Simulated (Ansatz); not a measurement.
Band structure of ZnNi3Sb2 (P-3m1, 6 atoms in the cell).

```
ZnNi3Sb2
1.0
    4.04555     0.00000     0.00000
   -2.02278     3.50355     0.00000
    0.00000     0.00000     6.19719
Zn Ni Sb
1 3 2
Direct
  0.00000   0.00000   0.00000
  0.00000   0.00000   0.50000
  0.33333   0.66667   0.89170
  0.66667   0.33333   0.10830
  0.33333   0.66667   0.30210
  0.66667   0.33333   0.69790
```

Computed with PBEsol, PAW files made with PBE (plane waves; Ansatz, a first-principles code).

Settings: basis.ecutwfc = 30.9 Ry; kpoints.mp_grid.grid = 7 7 4; hamiltonian.xc = pbesol; hamiltonian.pseudopotentials = {kind: paw} (an earlier, softer set of the program's PAW files); scf.occupations.method = gaussian; scf.occupations.width = 0.0147 Ry; kpoints.band_path.npoints = 8.

The starting cell comes from a database of computed structures (which also holds hypothetical and non-ambient phases and stackings), without a prior relaxation at this level. Its lattice was rescaled by a random factor within 2.5 % of one. Spin-orbit coupling is off. Spin polarisation is off.

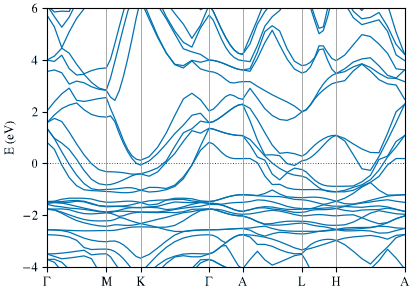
Figure: Bands along the path, energies from the Fermi level.

Levels in eV from the Fermi level, bands 45 to 52:
| point | 45 | 46 | 47 | 48 | 49 | 50 | 51 | 52 |
|---|---|---|---|---|---|---|---|---|
| Γ | -1.48 | 0.81 | 1.35 | 1.35 | 1.57 | 1.57 | 2.02 | 3.55 |
| M | -1.51 | -1.09 | -1.01 | -0.84 | -0.33 | 1.79 | 2.54 | 2.82 |
| K | -1.52 | -1.04 | -1.04 | -0.41 | -0.41 | -0.07 | 0.12 | 6.32 |
| A | -1.22 | 0.18 | 1.07 | 1.07 | 2.28 | 2.28 | 2.47 | 3.16 |
| L | -1.33 | -1.02 | -0.50 | -0.24 | 0.09 | 0.28 | 1.99 | 2.00 |
| H | -1.47 | -1.10 | -1.10 | -0.89 | 1.08 | 1.08 | 3.13 | 3.47 |

Bands cross the Fermi level along this path, so the cell is metallic at this level.

Keys are those of Ansatz 0.2.
